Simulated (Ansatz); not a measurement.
**RbPbO: a short molecular-dynamics run**

Aim: set RbPbO (an element-swapped structure, 6 atoms, not relaxed) in motion for 60 steps of 3 fs under a Langevin thermostat at 600 K, and see how temperature, energy and positions respond.

All numbers below are computed with Ansatz 0.2.0 (DFT PBE, plane waves, PAW, scalar-relativistic, no spin polarisation).

### Step 1. The structure to begin with

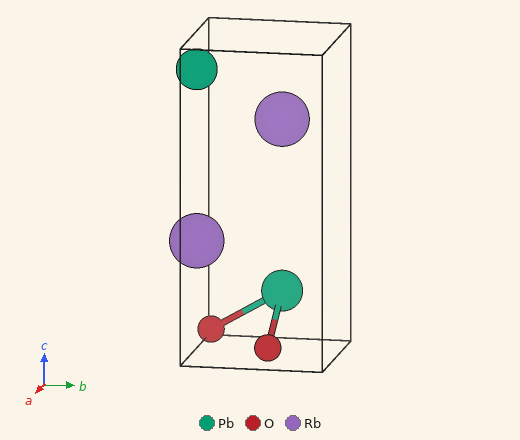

The starting structure, seen slightly off an axis (lead teal, oxygen red, rubidium purple). Each atom of the cell is drawn once.

As a file:

```xyz
6
Lattice="4.1465 0.0000 0.0000 0.0000 4.1465 0.0000 0.0000 0.0000 9.2976" Properties=species:S:1:pos:R:3 pbc="T T T"
Pb    0.0000    2.0732    1.2180
Pb    2.0732    0.0000    8.0796
O     0.0000    0.0000    0.0000
O     2.0732    2.0732    0.0000
Rb    0.0000    2.0732    6.2480
Rb    2.0732    0.0000    3.0496
```

### Step 2. Dynamics

Contents of input.yaml:

```yaml
crystal:
  lattice:
    - [4.146462, 0.0, 0.0]
    - [0.0, 4.146462, 0.0]
    - [0.0, 0.0, 9.297574]
  atoms:
    - { symbol: Pb, position: [0.0, 0.5, 0.131] }
    - { symbol: Pb, position: [0.5, 0.0, 0.869] }
    - { symbol: O, position: [0.0, 0.0, 0.0] }
    - { symbol: O, position: [0.5, 0.5, 0.0] }
    - { symbol: Rb, position: [0.0, 0.5, 0.672] }
    - { symbol: Rb, position: [0.5, 0.0, 0.328] }
kpoints:
  mp_grid: { grid: [3, 3, 1] }
magnetization:
  spin_polarized: false
scf:
  occupations: { method: cold, width: 0.15 }
  convergence: { dr2_threshold: 1.0e-11 }
hamiltonian:
  pseudopotentials: { kind: paw }
  xc: pbe
basis:
  ecutwfc: 420
md:
  timestep: 3.0
  n_steps: 60
  ensemble: nvt_langevin
  temperature: 600.0
  initial_velocities: maxwell_boltzmann
  seed: 478437
accuracy: low
```

Command:

```
$ ansatz run input.yaml --threads 2 --pin off --max-ram 2560MiB --backend cpu --events-out ev --progress --plain --runs-dir out
```

The program printed:

```text
Warning: md: disabling space-group detection — thermal motion breaks the input geometry's symmetry, so no spatial operation reduces the k-mesh or symmetrises the density; time reversal is kept, so that k and −k are solved as one point where they differ and the mesh holds both, and exact exchange and, on two spinor components, a DFT+U term hold to it where the run has them: on two components no moment then forms, and a state that bears one, which a typed moment (crystal.atoms[].spin; refused beside efield: under a hybrid functional) reaches, can lie lower, under hf by electronvolts; crystal.symmetry.detect: false (a key that needs symmetry detection or time reversal refuses this as the deck is read) with time_reversal: false beside it drops time reversal too
Warning: RAYON_NUM_THREADS=2 ignored (pool sized by the plan → 2); use --threads N
Engine: ansatz 0.2.0, x86_64-unknown-linux-gnu
Pseudopotentials: kind: paw
Pseudopotential: Pb, paw, valence charge 14, recommended cutoff 420 eV (normal), Pb.paw.azcp
Pseudopotential: O, paw, valence charge 6, recommended cutoff 420 eV (normal), O.paw.azcp
Pseudopotential: Rb, paw, valence charge 9, recommended cutoff 420 eV (normal), Rb.paw.azcp
Functional definition: PBE
  parameter kappa = 0.804
  parameter beta = 0.06672455060314922
  exchange = pbe_x(kappa = kappa, mu = beta*pi^2/3)
  correlation = pbe_c(beta = beta)
Crystal: 6 atoms, lattice volume = 159.855 Å³
Basis set: ecut = 420 eV, 3079 PW (Γ), exchange–correlation on 60×60×128 points (8 copies of the dense FFT grid, shifted against one another)
Bands: 35, of which v1, the nominal top of the filled ones, is band 29 counted from 1 (28 counted from 0)
Symmetry: 1 space group operations
k-points: 5 of 9 (time reversal used)
Non-local potential: Pb, projectors of the file, l = 0: 2, l = 1: 2, l = 2: 2, l = 3: 2
Non-local potential: O, projectors of the file, l = 0: 2, l = 1: 2, l = 2: 1
Non-local potential: Rb, projectors of the file, l = 0: 3, l = 1: 2, l = 2: 2
PAW form: soft (Blöchl's): semilocal exchange-correlation on the pseudo side does not see the compensation charge
PAW one-centre angular grid: Pb, 590 points (default); XC on 64 Gauss nodes
PAW one-centre angular grid: O, 110 points (default); XC on 64 Gauss nodes
PAW one-centre angular grid: Rb, 110 points (default); XC on 64 Gauss nodes
Initial density: superposition of atomic densities (neutral atoms: chi_scale 0, normalization atom), corrected by the library's trained network
Initial wavefunctions: pseudopotential atomic-orbital guess
Functional: x = pbe(κ = 0.804, μ = 0.2195149727645171), c = pbe(β = 0.06672455060314922)
SCF iter   1: F=—  HF=-31480.529176 eV  |F-HF|=—  |Δ(HF+E_count)|=         —  Δρ=4.58e-3  dr2=3.33e-2  ethr=1.77e-3  ⟨swp⟩=7.6  Hψ=876  notcnv=0
preconditioner: auto → Resta (q_TF=auto, 2.304 Å⁻¹)  ε∞=3.4  [insulator: Δε(μ)=0.235 eV  Ē_g=13.953 eV  σ=0.150 eV  W_gap=0.71  n_scr=38 (ndim 8)  ℏωp=21.6 eV  f_vac=0.000  D(μ)=4.61/eV (n_scr^D=38)  ε∞_Penn≈3.4]
SCF iter   2: F=—  HF=-31480.524295 eV  |F-HF|=—  |Δ(HF+E_count)|=   4.88e-3  S|Δr|=    0.00e0  Δρ=1.77e-3  dr2=5.21e-3  ethr=5.75e-5  ⟨swp⟩=2.0  Hψ=247  notcnv=0
SCF iter   3: F=—  HF=-31480.524815 eV  |F-HF|=—  |Δ(HF+E_count)|=   5.20e-4  S|Δr|=    0.00e0  Δρ=6.37e-4  dr2=7.44e-4  ethr=8.98e-6  ⟨swp⟩=2.0  Hψ=196  notcnv=0
SCF iter   4: F=—  HF=-31480.525170 eV  |F-HF|=—  |Δ(HF+E_count)|=   3.55e-4  S|Δr|=    0.00e0  Δρ=2.13e-4  dr2=2.44e-4  ethr=1.28e-6  ⟨swp⟩=2.0  Hψ=236  notcnv=0
SCF iter   5: F=—  HF=-31480.525218 eV  |F-HF|=—  |Δ(HF+E_count)|=   4.79e-5  S|Δr|=    0.00e0  Δρ=6.10e-5  dr2=2.16e-5  ethr=4.20e-7  ⟨swp⟩=2.0  Hψ=191  notcnv=0
SCF iter   6: F=—  HF=-31480.525117 eV  |F-HF|=—  |Δ(HF+E_count)|=   1.01e-4  S|Δr|=    0.00e0  Δρ=1.82e-5  dr2=8.11e-7  ethr=3.72e-8  ⟨swp⟩=2.0  Hψ=237  notcnv=0
SCF iter   7: F=—  HF=-31480.525120 eV  |F-HF|=—  |Δ(HF+E_count)|=   2.78e-6  S|Δr|=    0.00e0  Δρ=4.79e-6  dr2=3.86e-8  ethr=1.40e-9  ⟨swp⟩=2.0  Hψ=300  notcnv=0
SCF iter   8: F=—  HF=-31480.525120 eV  |F-HF|=—  |Δ(HF+E_count)|=   3.27e-8  S|Δr|=    0.00e0  Δρ=1.15e-6  dr2=1.58e-8  ethr=6.65e-11  ⟨swp⟩=2.8  Hψ=306  notcnv=0
SCF iter   9: F=—  HF=-31480.525120 eV  |F-HF|=—  |Δ(HF+E_count)|=  6.91e-10  S|Δr|=    0.00e0  Δρ=3.00e-7  dr2=5.66e-10  ethr=2.73e-11  ⟨swp⟩=2.0  Hψ=177  notcnv=0
SCF iter  10: F=—  HF=-31480.525120 eV  |F-HF|=—  |Δ(HF+E_count)|=  4.37e-11  S|Δr|=    0.00e0  Δρ=9.34e-8  dr2=5.71e-11  ethr=1.00e-12  ⟨swp⟩=2.6  Hψ=233  notcnv=0
SCF iter  11: F=-31480.525120 eV  HF=-31480.525120 eV  |F-HF|=1.46e-11  |Δ(HF+E_count)|=  7.28e-12  S|Δr|=    0.00e0  Δρ=2.86e-8  dr2=3.59e-12  ethr=1.00e-12  ⟨swp⟩=6.6  Hψ=822  notcnv=0
SCF 1 converged in 11 iterations: F = -31480.525120 eV  dr2 = 3.59e-12
md step     0: t =     0.00 fs  T =   500.0 K  F+E_penalty+E_count = -31480.52511961 eV  E_kin = 0.387780 eV  (11 SCF iters)
Initial density: handed on by an earlier stage of this run
Initial wavefunctions: those handed on with the density
iter 1 solved again at ethr=4.98e-5 eV; its pass at ethr=3.10e-3 eV (dr2=2.89e-2 eV) is discarded
SCF iter   1: F=—  HF=-31480.526995 eV  |F-HF|=—  |Δ(HF+E_count)|=         —  Δρ=2.34e-3  dr2=2.84e-2  ethr=4.98e-5  ⟨swp⟩=1.6  Hψ=1013  notcnv=0
preconditioner: auto → Resta (q_TF=auto, 2.304 Å⁻¹)  ε∞=3.4  [insulator: Δε(μ)=0.226 eV  Ē_g=13.956 eV  σ=0.150 eV  W_gap=0.70  n_scr=38 (ndim 8)  ℏωp=21.6 eV  f_vac=0.000  D(μ)=4.69/eV (n_scr^D=38)  ε∞_Penn≈3.4]
SCF iter   2: F=—  HF=-31480.522812 eV  |F-HF|=—  |Δ(HF+E_count)|=   4.18e-3  S|Δr|=    0.00e0  Δρ=9.61e-4  dr2=1.46e-3  ethr=4.89e-5  ⟨swp⟩=2.0  Hψ=191  notcnv=0
SCF iter   3: F=—  HF=-31480.522680 eV  |F-HF|=—  |Δ(HF+E_count)|=   1.32e-4  S|Δr|=    0.00e0  Δρ=4.54e-4  dr2=2.28e-4  ethr=2.52e-6  ⟨swp⟩=2.0  Hψ=225  notcnv=0
SCF iter   4: F=—  HF=-31480.522681 eV  |F-HF|=—  |Δ(HF+E_count)|=   1.61e-6  S|Δr|=    0.00e0  Δρ=1.47e-4  dr2=5.27e-5  ethr=3.93e-7  ⟨swp⟩=2.2  Hψ=253  notcnv=0
SCF iter   5: F=—  HF=-31480.522622 eV  |F-HF|=—  |Δ(HF+E_count)|=   5.96e-5  S|Δr|=    0.00e0  Δρ=3.93e-5  dr2=3.38e-6  ethr=9.09e-8  ⟨swp⟩=2.0  Hψ=181  notcnv=0
SCF iter   6: F=—  HF=-31480.522628 eV  |F-HF|=—  |Δ(HF+E_count)|=   6.47e-6  S|Δr|=    0.00e0  Δρ=9.24e-6  dr2=1.52e-7  ethr=5.82e-9  ⟨swp⟩=2.6  Hψ=301  notcnv=0
SCF iter   7: F=—  HF=-31480.522628 eV  |F-HF|=—  |Δ(HF+E_count)|=   5.94e-8  S|Δr|=    0.00e0  Δρ=2.25e-6  dr2=1.03e-8  ethr=2.62e-10  ⟨swp⟩=2.6  Hψ=332  notcnv=0
SCF iter   8: F=—  HF=-31480.522628 eV  |F-HF|=—  |Δ(HF+E_count)|=   3.29e-9  S|Δr|=    0.00e0  Δρ=5.64e-7  dr2=6.85e-10  ethr=1.78e-11  ⟨swp⟩=2.0  Hψ=301  notcnv=0
SCF iter   9: F=—  HF=-31480.522628 eV  |F-HF|=—  |Δ(HF+E_count)|=  3.02e-10  S|Δr|=    0.00e0  Δρ=2.05e-7  dr2=7.05e-11  ethr=1.18e-12  ⟨swp⟩=3.0  Hψ=341  notcnv=0
SCF iter  10: F=—  HF=-31480.522628 eV  |F-HF|=—  |Δ(HF+E_count)|=  1.09e-11  S|Δr|=    0.00e0  Δρ=8.32e-8  dr2=1.22e-11  ethr=1.00e-12  ⟨swp⟩=6.6  Hψ=852  notcnv=0
SCF iter  11: F=-31480.522628 eV  HF=-31480.522628 eV  |F-HF|=1.82e-11  |Δ(HF+E_count)|=  1.09e-11  S|Δr|=    0.00e0  Δρ=2.07e-8  dr2=2.33e-12  ethr=1.00e-12  ⟨swp⟩=6.0  Hψ=752  notcnv=0
SCF 2 converged in 11 iterations: F = -31480.522628 eV  dr2 = 2.33e-12
md step     1: t =     3.00 fs  T =   549.1 K  F+E_penalty+E_count = -31480.52262811 eV  E_kin = 0.425857 eV  (11 SCF iters)
iter 1 solved again at ethr=5.61e-5 eV; its pass at ethr=3.10e-3 eV (dr2=3.25e-2 eV) is discarded
SCF iter   1: F=—  HF=-31480.517536 eV  |F-HF|=—  |Δ(HF+E_count)|=         —  Δρ=2.50e-3  dr2=3.24e-2  ethr=5.61e-5  ⟨swp⟩=1.2  Hψ=1023  notcnv=0
preconditioner: auto → Resta (q_TF=auto, 2.304 Å⁻¹)  ε∞=3.4  [insulator: Δε(μ)=0.226 eV  Ē_g=13.959 eV  σ=0.150 eV  W_gap=0.70  n_scr=38 (ndim 8)  ℏωp=21.6 eV  f_vac=0.000  D(μ)=4.68/eV (n_scr^D=38)  ε∞_Penn≈3.4]
SCF iter   2: F=—  HF=-31480.512931 eV  |F-HF|=—  |Δ(HF+E_count)|=   4.60e-3  S|Δr|=    0.00e0  Δρ=1.01e-3  dr2=1.99e-3  ethr=5.59e-5  ⟨swp⟩=1.8  Hψ=187  notcnv=0
SCF iter   3: F=—  HF=-31480.512771 eV  |F-HF|=—  |Δ(HF+E_count)|=   1.60e-4  S|Δr|=    0.00e0  Δρ=4.93e-4  dr2=2.72e-4  ethr=3.43e-6  ⟨swp⟩=2.2  Hψ=233  notcnv=0
SCF iter   4: F=—  HF=-31480.512767 eV  |F-HF|=—  |Δ(HF+E_count)|=   3.83e-6  S|Δr|=    0.00e0  Δρ=1.64e-4  dr2=4.53e-5  ethr=4.70e-7  ⟨swp⟩=2.4  Hψ=266  notcnv=0
SCF iter   5: F=—  HF=-31480.512794 eV  |F-HF|=—  |Δ(HF+E_count)|=   2.73e-5  S|Δr|=    0.00e0  Δρ=4.01e-5  dr2=3.45e-6  ethr=7.81e-8  ⟨swp⟩=2.2  Hψ=209  notcnv=0
SCF iter   6: F=—  HF=-31480.512798 eV  |F-HF|=—  |Δ(HF+E_count)|=   3.43e-6  S|Δr|=    0.00e0  Δρ=9.50e-6  dr2=1.56e-7  ethr=5.96e-9  ⟨swp⟩=2.4  Hψ=273  notcnv=0
SCF iter   7: F=—  HF=-31480.512798 eV  |F-HF|=—  |Δ(HF+E_count)|=   6.64e-8  S|Δr|=    0.00e0  Δρ=2.41e-6  dr2=1.09e-8  ethr=2.69e-10  ⟨swp⟩=2.4  Hψ=305  notcnv=0
SCF iter   8: F=—  HF=-31480.512798 eV  |F-HF|=—  |Δ(HF+E_count)|=   3.74e-9  S|Δr|=    0.00e0  Δρ=5.90e-7  dr2=7.27e-10  ethr=1.88e-11  ⟨swp⟩=2.0  Hψ=302  notcnv=0
SCF iter   9: F=—  HF=-31480.512798 eV  |F-HF|=—  |Δ(HF+E_count)|=  3.38e-10  S|Δr|=    0.00e0  Δρ=1.93e-7  dr2=7.53e-11  ethr=1.25e-12  ⟨swp⟩=3.0  Hψ=346  notcnv=0
SCF iter  10: F=—  HF=-31480.512798 eV  |F-HF|=—  |Δ(HF+E_count)|=  3.64e-12  S|Δr|=    0.00e0  Δρ=7.25e-8  dr2=1.27e-11  ethr=1.00e-12  ⟨swp⟩=7.0  Hψ=862  notcnv=0
SCF iter  11: F=-31480.512798 eV  HF=-31480.512798 eV  |F-HF|=1.09e-11  |Δ(HF+E_count)|=  1.09e-11  S|Δr|=    0.00e0  Δρ=1.92e-8  dr2=2.34e-12  ethr=1.00e-12  ⟨swp⟩=6.0  Hψ=755  notcnv=0
```

(Part 1 of 2 ends here.)
